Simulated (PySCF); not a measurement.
# What a change does: NMR shielding calculation on C$_{3}$H$_{2}$F$_{3}$N

System: C$_{3}$H$_{2}$F$_{3}$N.
Method of run A: GIAO PBE0/pcSseg-1 NMR shielding, non-relativistic, gas phase (PySCF 2.14.0).

The geometry comes from this level: GFN2-xTB, MD frame at 250 fs, 600 K. Text and figures count atoms from 1; the logs count them from 0 in places.

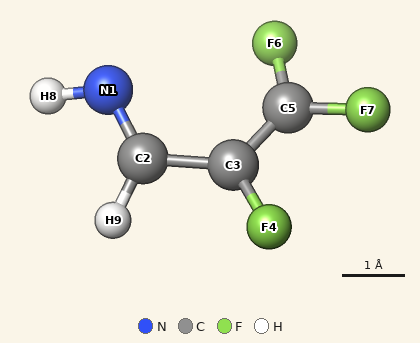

**Figure 1.** The structure as given in the input (ball-and-stick view, seen at a tilt; atoms are numbered from 1 in the order of the input).

The input, run A:
```
{"job": {"kind": "nmr", "xc": "PBE0", "basis": "pcSseg-1", "pop": false}, "charge": 0, "multiplicity": 1}
N      1.573000     0.494600     0.011500
C      0.993200    -0.565500    -0.477300
C     -0.392100    -0.916300    -0.117700
F     -1.125500    -1.796400    -0.843000
C     -1.104100    -0.323800     0.860600
F     -0.709000     0.525600     1.721200
F     -2.461900    -0.494900     0.916600
H      2.619600     0.501900    -0.042800
H      1.479700    -1.390300    -1.047600
```

The first line tells a small driver script what to run in PySCF; the rest is the geometry in Å.

Launched with:
```bash
OMP_NUM_THREADS=1 python <driver script> task.json out
```

Hardware: 1 CPU thread, shared host.

Output (run A):
```
coarse grid: 8824 points
cycle   1  E = -469.0055441974  dE =  1.110e+00  |g| = 8.328e-01  |ddm| = 2.847e+00
cycle   2  E = -468.7102431925  dE =  2.953e-01  |g| = 1.492e+00  |ddm| = 1.718e+00
cycle   3  E = -469.1356350105  dE = -4.254e-01  |g| = 1.364e-01  |ddm| = 1.201e+00
cycle   4  E = -469.1373458159  dE = -1.711e-03  |g| = 1.061e-01  |ddm| = 1.562e-01
cycle   5  E = -469.1396162426  dE = -2.270e-03  |g| = 1.677e-02  |ddm| = 8.574e-02
cycle   6  E = -469.1396586278  dE = -4.239e-05  |g| = 8.806e-03  |ddm| = 2.010e-02
cycle   7  E = -469.1396733225  dE = -1.469e-05  |g| = 1.430e-03  |ddm| = 7.084e-03
cycle   8  E = -469.1396737115  dE = -3.890e-07  |g| = 6.767e-04  |ddm| = 1.861e-03
final grid: 90176 points
cycle   9  E = -469.1970512039  dE = -2.950e-05  |g| = 7.043e-03  |ddm| = 1.836e-02
cycle  10  E = -469.1970403003  dE =  1.090e-05  |g| = 1.081e-02  |ddm| = 1.331e-02
cycle  11  E = -469.1970612696  dE = -2.097e-05  |g| = 9.730e-04  |ddm| = 7.864e-03
cycle  12  E = -469.1970614395  dE = -1.699e-07  |g| = 4.456e-04  |ddm| = 9.504e-04
cycle  13  E = -469.1970614776  dE = -3.807e-08  |g| = 1.564e-04  |ddm| = 4.002e-04
cycle  14  E = -469.1970614819  dE = -4.359e-09  |g| = 4.462e-05  |ddm| = 1.448e-04
cycle  15  E = -469.1970614823  dE = -3.997e-10  |g| = 1.417e-05  |ddm| = 4.700e-05
converged SCF energy = -469.1970614823

GIAO shielding tensors (ppm)
atom      isotropic    diamagn.    paramagn.     s11        s22        s33       span
  0 N     -127.010     322.600    -449.610   -548.262    -83.126    250.358    798.620
  1 C       12.244     248.775    -236.531   -103.029     19.124    120.635    223.664
  2 C       45.637     252.895    -207.257     11.907     37.906     87.099     75.193
  3 F      372.704     470.548     -97.844    333.526    388.881    395.705     62.179
  4 C       12.733     249.533    -236.800    -47.837     30.924     55.113    102.949
  5 F      266.787     472.129    -205.342    228.700    262.873    308.788     80.088
  6 F      235.439     470.813    -235.374    186.524    234.047    285.747     99.223
  7 H       19.001      27.980      -8.979      8.843     23.360     24.800     15.957
  8 H       22.729      26.902      -4.174     21.158     21.982     25.046      3.888
```

For run B the input was changed thus:
```diff
-N      1.573000     0.494600     0.011500
-C      0.993200    -0.565500    -0.477300
-C     -0.392100    -0.916300    -0.117700
-F     -1.125500    -1.796400    -0.843000
-C     -1.104100    -0.323800     0.860600
-F     -0.709000     0.525600     1.721200
-F     -2.461900    -0.494900     0.916600
-H      2.619600     0.501900    -0.042800
-H      1.479700    -1.390300    -1.047600
+N     -0.389000     2.239500    -0.715900
+C     -0.074000     1.125000    -0.219800
+C     -1.038400     0.543600     0.820900
+F     -2.137700     1.265700     1.164400
+C     -1.047000    -0.764000     1.038700
+F     -0.290800    -1.701500     0.531300
+F     -1.827700    -1.317700     1.916800
+H      0.084700     2.554100    -1.551300
+H      0.680000     0.471000    -0.567600
```

How does run B compare with run A?

With the same method and basis, run B lies 1.1 kcal/mol higher. The HOMO goes from −7.42 to −7.55 eV. The LUMO goes from −1.97 to −1.43 eV. The dipole moment goes from 2.29 to 2.84 D. Of all shieldings, the largest change is that of F7, by +22.0 ppm. The SCF takes 14 iterations against 15.

Output (run B):
```
coarse grid: 8824 points
cycle   1  E = -469.0032324724  dE =  1.240e+00  |g| = 8.353e-01  |ddm| = 2.830e+00
cycle   2  E = -468.6940751347  dE =  3.092e-01  |g| = 1.512e+00  |ddm| = 1.916e+00
cycle   3  E = -469.1329551012  dE = -4.389e-01  |g| = 1.473e-01  |ddm| = 1.384e+00
cycle   4  E = -469.1355564458  dE = -2.601e-03  |g| = 9.688e-02  |ddm| = 1.612e-01
cycle   5  E = -469.1373240260  dE = -1.768e-03  |g| = 1.344e-02  |ddm| = 7.549e-02
cycle   6  E = -469.1373477208  dE = -2.369e-05  |g| = 6.790e-03  |ddm| = 1.349e-02
cycle   7  E = -469.1373560472  dE = -8.326e-06  |g| = 8.346e-04  |ddm| = 5.710e-03
final grid: 90176 points
cycle   8  E = -469.1953354335  dE = -3.347e-05  |g| = 6.550e-03  |ddm| = 2.035e-02
cycle   9  E = -469.1953280405  dE =  7.393e-06  |g| = 9.609e-03  |ddm| = 1.143e-02
cycle  10  E = -469.1953436009  dE = -1.556e-05  |g| = 7.736e-04  |ddm| = 6.615e-03
cycle  11  E = -469.1953437075  dE = -1.066e-07  |g| = 2.962e-04  |ddm| = 7.093e-04
cycle  12  E = -469.1953437228  dE = -1.527e-08  |g| = 1.478e-04  |ddm| = 3.241e-04
cycle  13  E = -469.1953437270  dE = -4.282e-09  |g| = 3.070e-05  |ddm| = 1.373e-04
cycle  14  E = -469.1953437272  dE = -1.839e-10  |g| = 9.257e-06  |ddm| = 3.332e-05
converged SCF energy = -469.1953437272

GIAO shielding tensors (ppm)
atom      isotropic    diamagn.    paramagn.     s11        s22        s33       span
  0 N     -112.824     314.996    -427.820   -510.519    -97.009    269.054    779.573
  1 C       21.902     252.715    -230.813    -94.118     39.319    120.506    214.624
  2 C       44.940     252.817    -207.877     15.611     29.810     89.400     73.789
  3 F      371.013     467.170     -96.157    295.671    383.035    434.334    138.663
  4 C       16.007     247.185    -231.178    -44.080     31.071     61.031    105.111
  5 F      285.528     474.429    -188.901    266.697    292.581    297.305     30.608
  6 F      257.481     468.125    -210.643    221.071    260.482    290.892     69.821
  7 H       19.160      30.408     -11.248      8.243     23.844     25.394     17.152
  8 H       23.518      32.870      -9.352     20.935     22.281     27.338      6.403
```

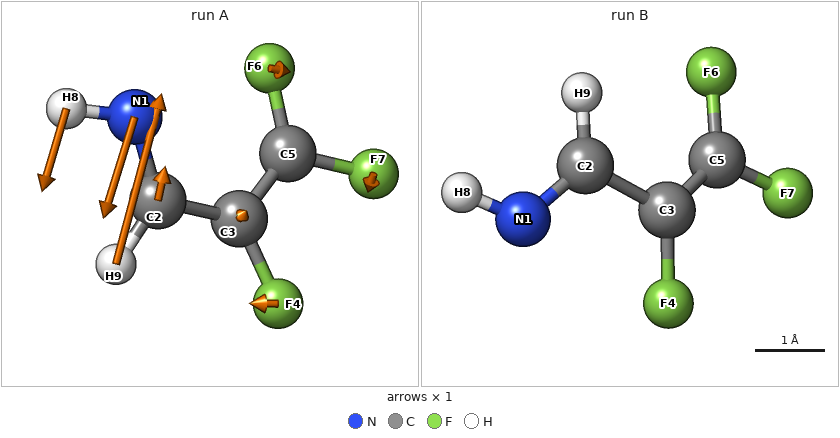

**Figure 2.** The two input geometries at one scale (ball-and-stick view, seen at a tilt). The orange arrows on the first give the shifts of the atoms after the best rigid fit, at true length. The largest move after the best rigid fit is that of H9, 2.58 Å. Largest moves by element: H 2.58 Å, N 1.56 Å, C 0.52 Å, F 0.45 Å. Among the contacts that change: C5–F7 1.370 → 1.299 Å, C2–C3 1.474 → 1.533 Å, C2–H9 1.115 → 1.057 Å, N1–C2 1.303 → 1.260 Å.

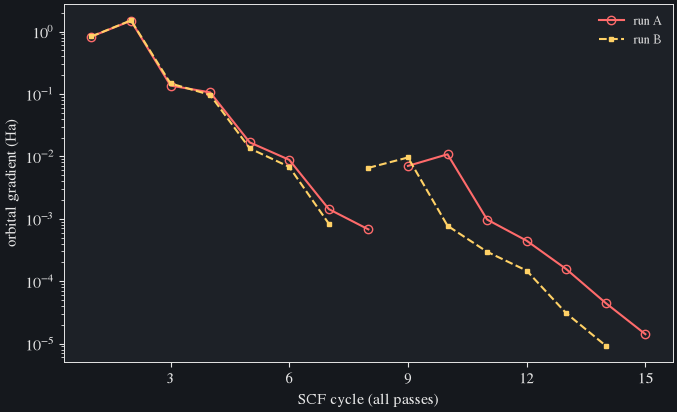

**Figure 3.** Convergence of the two runs: orbital gradient against the SCF cycle. A break in a curve parts two SCF passes (coarse and final grid). Run A takes 15 cycles in all, and run B takes 14.

The two runs side by side:

| quantity | run A | run B |
| --- | --- | --- |
| outcome | converged | converged |
| total energy (hartree) | −469.197061 | −469.195344 |
| HOMO (eV) | −7.42 | −7.55 |
| LUMO (eV) | −1.97 | −1.43 |
| dipole moment (D) | 2.29 | 2.84 |
| shielding of N1 (ppm) | −127.0 | −112.8 |
| shielding of C2 (ppm) | 12.2 | 21.9 |
| shielding of F4 (ppm) | 372.7 | 371.0 |
| shielding of C5 (ppm) | 12.7 | 16.0 |
| shielding of F6 (ppm) | 266.8 | 285.5 |
| shielding of F7 (ppm) | 235.4 | 257.5 |
| shielding of H9 (ppm) | 22.7 | 23.5 |
| SCF iterations | 15 | 14 |
| basis functions | 129 | 129 |
| wall time (shared host) | 13 s | 8.8 s |
